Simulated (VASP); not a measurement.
Band structure of SnSe₂ (1T layered). Method: revTPSS meta-GGA, VASP's PBE PAW potentials (set 64) (plane waves; VASP).

The path is coarsely sampled, so an indirect gap can come out somewhat too large. Without a dispersion term in the relaxation, distances and binding between the weakly bound layers, chains or molecules are unreliable, and so is what depends on them. Unless said otherwise, spin-orbit coupling is left out, though it shifts the bands of the heavy elements here.

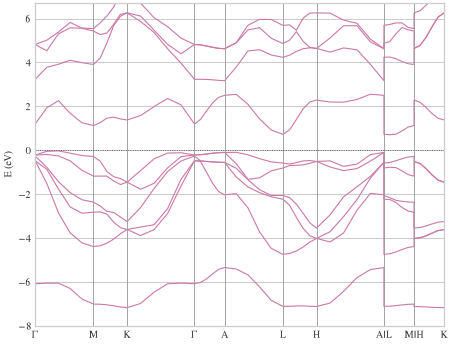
Fig. 1. Bands along high-symmetry lines, zero at the valence-band maximum or, without a gap, the Fermi level

**Question.** Read the plot: is there a gap, and where are the band edges?

**Answer.** The gap is indirect, 0.71 eV, from the valence maximum at (0.12, 0.00, 0.25) to the conduction minimum at L-M at 0.20.

The compound is SnSe2 in the 1T layered structure. It was relaxed first.
